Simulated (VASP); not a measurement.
Band structure of Be4SSe3 (ordered alloy cell). All values below come from PBEsol GGA, VASP's PBE PAW potentials (set 64) (plane waves; VASP).

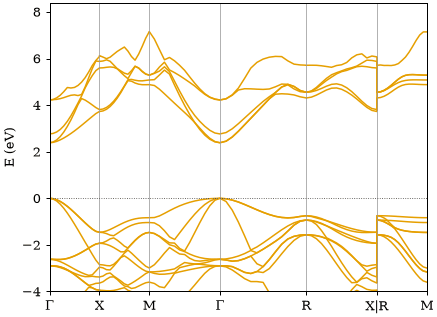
Bands along high-symmetry lines, zero at the valence-band maximum or, without a gap, the Fermi level

Read the plot: is there a gap, and where are the band edges?

The gap is direct, 2.39 eV, from the valence maximum at Γ to the conduction minimum at Γ. (Edges off the drawn lines would not show.)

The structure was generated: Be4SSe3 was put into an ordered model structure (P-43m), which need not be its known phase. It was relaxed first.
